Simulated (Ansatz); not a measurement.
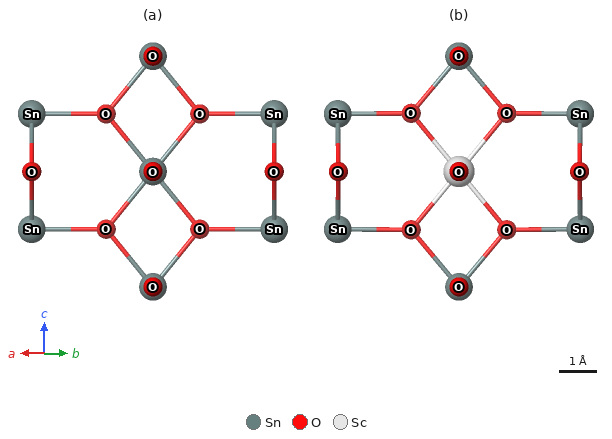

Left: perfect SnO$_{2}$. Right: the same region with one point defect, after relaxing the atoms in a supercell of 24 sites. A ball-and-stick model of the atoms within 4.6 Å of one point, in a slice 4.2 Å thick across the line of sight, seen along [110].

All numbers below come from DFT, PBE, plane-wave PAW, default files, scalar-relativistic in Ansatz 0.2.0. Settings: plane-wave cutoff 420 eV; k-point mesh 4 × 4 × 4; occupations fermi dirac; smearing width 0.01 eV; collinear spin. The axes drawn are those of the host's conventional cell.

What kind of defect was made?

A tin atom is replaced by scandium.

The charge state of the cell is 0.

What does the relaxation do around it?

In the host the Sn atom has 6 O at 2.05 to 2.06 Å; the Sc atom ends with 6 O at 2.06 to 2.08 Å. Of the host's atoms, an oxygen atom moves furthest from its site, by 0.03 Å. The cell ends without a net magnetic moment. Relaxing the atoms from the host's sites lowers the energy by 0.08 eV.

Limits of the set-up: the periodic images lie only 6.4 Å apart, so the values are limited by the cell's size.
